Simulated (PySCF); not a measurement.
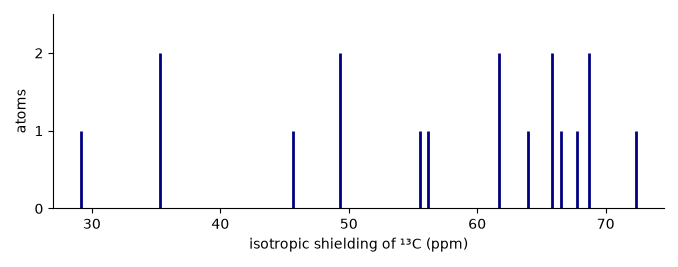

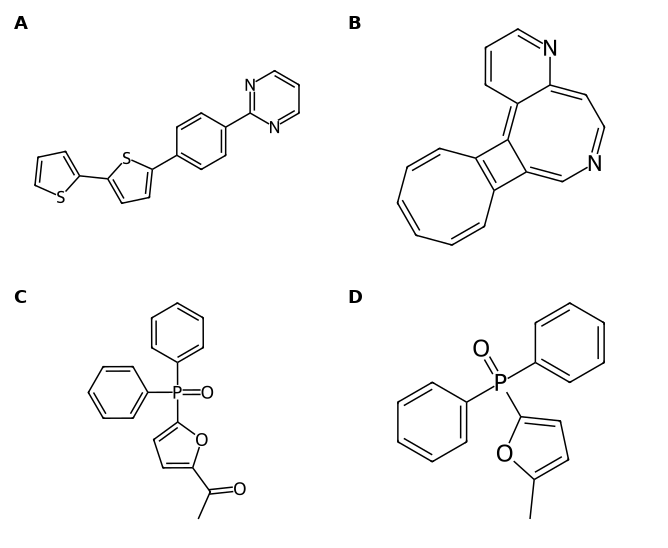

The sticks are computed shieldings of one of the molecules, for one fixed geometry (GFN2-xTB) without averaging over rotations. Low shielding means a high chemical shift. Method: GIAO KT3/pcSseg-1 NMR shielding, non-relativistic, gas phase (PySCF 2.14.0).

Match the spectrum to a structure.

A, `c1cnc(-c2ccc(-c3ccc(-c4cccs4)s3)cc2)nc1`. Its 18 C atoms give lines at 29.1, 35.3 (2 atoms), 45.7, 49.3 (2 atoms), 55.6, 56.2, 61.7 (2 atoms), 64.0, 65.8 (2 atoms), 66.5, 67.8, 68.7 (2 atoms), 72.4 ppm.

The geometry is semi-empirical. Around P such bond lengths and angles can be off by a tenth of an ångström or more and by several degrees, and values that hang on the shape move with them.
